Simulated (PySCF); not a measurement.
## CH$_{8}$GeN (charge +1): geometry relaxation

System: CH$_{8}$GeN, charge +1.
Method: PBE0-D3(BJ)/def2-SVPD geometry optimisation, gas phase (PySCF 2.14.0).

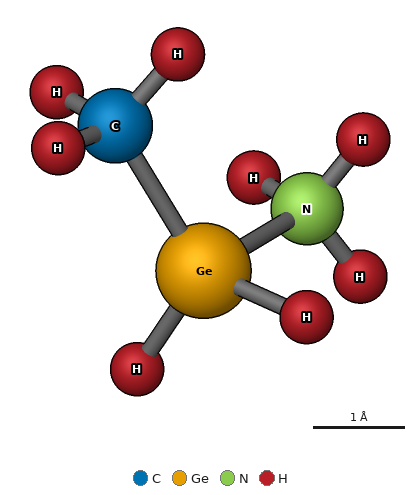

*The input geometry (ball-and-stick view, seen at a tilt). Sticks mark near contacts.*

Bond lengths as drawn: C–Ge 1.96 Å, C–H 1.09 Å, Ge–H 1.50 Å, Ge–N 2.08 Å and H–N 1.02 Å.

Results in brief

| quantity | value |
| --- | --- |
| outcome | converged |
| total energy | −2173.754070 hartree |
| point group | Cs |
| hardware | 1 CPU thread, shared host |
| wall time | 99 s |
| peak memory | 0.62 GiB |

Input
```
{"job": {"xc": "PBE0", "basis": "def2-SVPD", "d3": "d3bj", "grid": 2, "kind": "geom"}, "charge": 1, "multiplicity": 1}
C      1.613467    -0.331203    -0.192282
Ge     0.044522     0.822232    -0.369416
N     -1.483380    -0.320636     0.448799
H      1.484754    -1.252941    -0.758902
H      2.488680     0.185554    -0.584323
H      1.804071    -0.569085     0.853743
H     -0.100857     2.009376     0.537523
H     -0.572334     1.027093    -1.722447
H     -1.283566    -0.574124     1.418393
H     -1.626948    -1.187199    -0.073390
H     -2.368409     0.190934     0.442301
```

The first line tells a small driver script what to run in PySCF; the rest is the geometry in Å.

Command:
```bash
OMP_NUM_THREADS=1 python <driver script> task.json out
```

Log
```
step   0  E = -2173.75242032  max force = 0.018523
step   1  E = -2173.74972107  max force = 0.024814
step   2  E = -2173.75315618  max force = 0.006711
step   3  E = -2173.75397332  max force = 0.001816
step   4  E = -2173.75404333  max force = 0.000965
step   5  E = -2173.75406758  max force = 0.000282
step   6  E = -2173.75407030  max force = 0.000154
optimisation converged
```

Trajectory as extended XYZ (Å, eV, eV/Å), 7 frames, from step=0 to step=6
```
11
Properties=species:S:1:pos:R:3:forces:R:3 step=0 energy=-59150.81622
C     1.6135   -0.3312   -0.1923   -0.6646   0.4165  -0.0543
Ge    0.0445    0.8222   -0.3694    0.2002  -0.9525   0.3770
N    -1.4834   -0.3206    0.4488    0.4046   0.2305  -0.1848
H     1.4848   -1.2529   -0.7589   -0.0842  -0.2467  -0.1809
H     2.4887    0.1855   -0.5843    0.2409   0.2296  -0.1451
H     1.8041   -0.5691    0.8537    0.0166  -0.0362   0.3197
H    -0.1009    2.0094    0.5375    0.0674   0.3926   0.3274
H    -0.5723    1.0271   -1.7225   -0.1053   0.0294  -0.5008
H    -1.2836   -0.5741    1.4184   -0.0320  -0.0270   0.0178
H    -1.6269   -1.1872   -0.0734   -0.0277  -0.0271   0.0177
H    -2.3684    0.1909    0.4423   -0.0159  -0.0091   0.0062
11
Properties=species:S:1:pos:R:3:forces:R:3 step=1 energy=-59150.74277
C     0.9824    1.0512   -0.6624    0.4187  -0.6988   0.2048
Ge   -0.7538    0.4787   -0.0530    0.2275   1.2760  -0.5869
N    -0.3497   -1.3320    0.6528   -0.5493  -0.2526   0.2229
H     1.3289    0.3125   -1.4043    0.0708   0.1333  -0.0292
H     1.0845    2.0482   -1.1047   -0.3747   0.0776   0.0452
H     1.6637    0.9922    0.2031    0.0580   0.1076  -0.1032
H    -1.2719    1.2549    1.1567   -0.1058  -0.2864   0.1144
H    -1.7647    0.2338   -1.1717   -0.0883  -0.2583   0.1591
H     0.3291   -1.3313    1.4173    0.0949   0.0204  -0.0192
H    -0.0242   -1.9835   -0.0649    0.0934   0.0094  -0.0293
H    -1.2197   -1.7236    1.0318    0.1548  -0.1282   0.0214
11
Properties=species:S:1:pos:R:3:forces:R:3 step=2 energy=-59150.83624
C     1.0166    1.0312   -0.6705    0.2267  -0.1886   0.2385
Ge   -0.7390    0.5356   -0.0489    0.1106   0.2091  -0.3451
N    -0.3708   -1.3134    0.6582   -0.2581  -0.1823   0.1265
H     1.3583    0.3133   -1.4328   -0.0883   0.0481  -0.0090
H     1.0556    2.0354   -1.1078   -0.1450   0.0735   0.0027
H     1.7284    0.9979    0.1695   -0.0127   0.0804  -0.0460
H    -1.3467    1.1806    1.1939    0.0878   0.0105   0.0203
H    -1.7499    0.2190   -1.1488   -0.0593  -0.0659   0.0469
H     0.3051   -1.3167    1.4267    0.0289   0.0115  -0.0434
H    -0.0212   -1.9496   -0.0633    0.0426   0.0384   0.0081
H    -1.2316   -1.7322    1.0243    0.0668  -0.0346   0.0005
11
Properties=species:S:1:pos:R:3:forces:R:3 step=3 energy=-59150.85848
C     1.0360    1.0404   -0.6662    0.0735  -0.0840   0.0115
Ge   -0.7214    0.5319   -0.0771    0.0411  -0.0934   0.0052
N    -0.3992   -1.3354    0.6659   -0.0468  -0.0051   0.0104
H     1.3904    0.3478   -1.4429   -0.0030   0.0406  -0.0316
H     1.0077    2.0519   -1.0929   -0.0249   0.0278  -0.0210
H     1.7537    1.0415    0.1670   -0.0499   0.0252   0.0101
H    -1.2832    1.1975    1.1747   -0.0124   0.0227   0.0189
H    -1.7586    0.1908   -1.1466    0.0183   0.0186   0.0190
H     0.2883   -1.3362    1.4240    0.0041   0.0171  -0.0159
H    -0.0543   -1.9797   -0.0504    0.0086   0.0177  -0.0009
H    -1.2548   -1.7493    1.0454   -0.0085   0.0128  -0.0057
11
Properties=species:S:1:pos:R:3:forces:R:3 step=4 energy=-59150.86039
C     1.0414    1.0413   -0.6689    0.0107  -0.0320  -0.0211
Ge   -0.7135    0.5247   -0.0785    0.0259  -0.0496   0.0442
N    -0.4066   -1.3407    0.6687   -0.0040   0.0050  -0.0014
H     1.4035    0.3610   -1.4524    0.0027   0.0189  -0.0089
H     0.9940    2.0549   -1.0921   -0.0070   0.0059  -0.0016
H     1.7553    1.0530    0.1663   -0.0128   0.0138   0.0105
H    -1.2706    1.1971    1.1741   -0.0044   0.0082  -0.0093
H    -1.7529    0.1860   -1.1439   -0.0050   0.0158  -0.0085
H     0.2818   -1.3411    1.4257   -0.0005   0.0028   0.0005
H    -0.0628   -1.9865   -0.0465    0.0012   0.0011  -0.0009
H    -1.2649   -1.7486    1.0483   -0.0067   0.0101  -0.0036
11
Properties=species:S:1:pos:R:3:forces:R:3 step=5 energy=-59150.86105
C     1.0447    1.0425   -0.6720   -0.0145  -0.0019  -0.0134
Ge   -0.7066    0.5174   -0.0779    0.0089  -0.0081   0.0110
N    -0.4110   -1.3459    0.6717    0.0135   0.0078  -0.0067
H     1.4138    0.3726   -1.4608    0.0034  -0.0009   0.0059
H     0.9826    2.0575   -1.0912   -0.0015  -0.0002   0.0061
H     1.7566    1.0629    0.1645    0.0076   0.0033  -0.0009
H    -1.2609    1.1970    1.1722   -0.0034   0.0006  -0.0051
H    -1.7484    0.1861   -1.1436   -0.0041   0.0063  -0.0032
H     0.2762   -1.3478    1.4297   -0.0035  -0.0043   0.0054
H    -0.0692   -1.9944   -0.0420   -0.0026  -0.0049   0.0016
H    -1.2731   -1.7467    1.0500   -0.0039   0.0025  -0.0008
11
Properties=species:S:1:pos:R:3:forces:R:3 step=6 energy=-59150.86112
C     1.0452    1.0431   -0.6729   -0.0079   0.0038  -0.0026
Ge   -0.7047    0.5159   -0.0772    0.0032  -0.0002   0.0013
N    -0.4114   -1.3473    0.6725    0.0077   0.0043  -0.0039
H     1.4157    0.3749   -1.4624    0.0017  -0.0033   0.0035
H     0.9795    2.0584   -1.0911   -0.0006  -0.0003   0.0025
H     1.7582    1.0658    0.1627    0.0053   0.0005  -0.0025
H    -1.2599    1.1965    1.1718   -0.0011  -0.0009  -0.0016
H    -1.7468    0.1873   -1.1436   -0.0024   0.0014  -0.0005
H     0.2743   -1.3506    1.4319   -0.0026  -0.0028   0.0032
H    -0.0702   -1.9971   -0.0404   -0.0013  -0.0031   0.0014
H    -1.2753   -1.7457    1.0494   -0.0021   0.0006  -0.0007
```

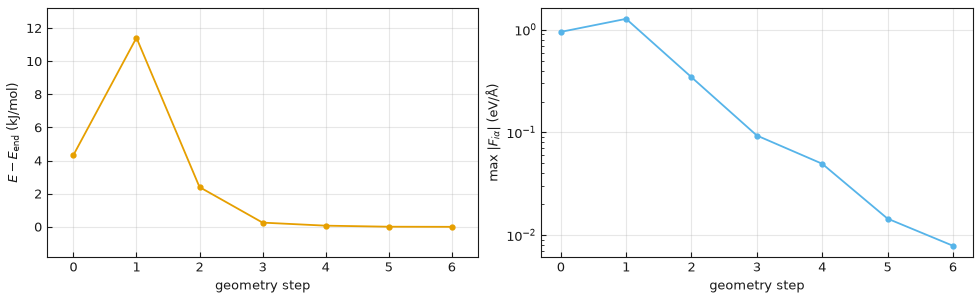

*Progress of the relaxation, step by step (steps are counted from 0).*

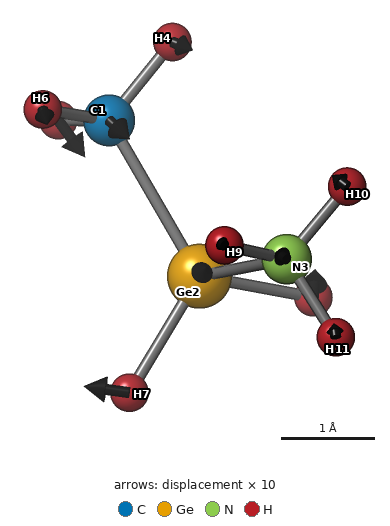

*The starting structure with the displacements as black arrows, magnified 10 times (ball-and-stick view, seen at a tilt). The two geometries are laid on each other by the best rigid fit.*

Over 6 geometry steps the energy falls by 4.33 kJ/mol. The largest force component goes from 0.95 to 0.0079 eV/Å. The largest moves after the best rigid fit, 0.050 Å, are those of H5 and H7. By element the largest moves are H 0.050 Å, C 0.036 Å, Ge 0.029 Å, N 0.021 Å. Among the contacts that change: Ge2–N3 2.076 → 2.030 Å, C1–Ge2 1.955 → 1.922 Å, Ge2–H7 1.501 → 1.527 Å, C1–H4 1.090 → 1.099 Å. (Atoms are counted from 1 in the order of the input.)
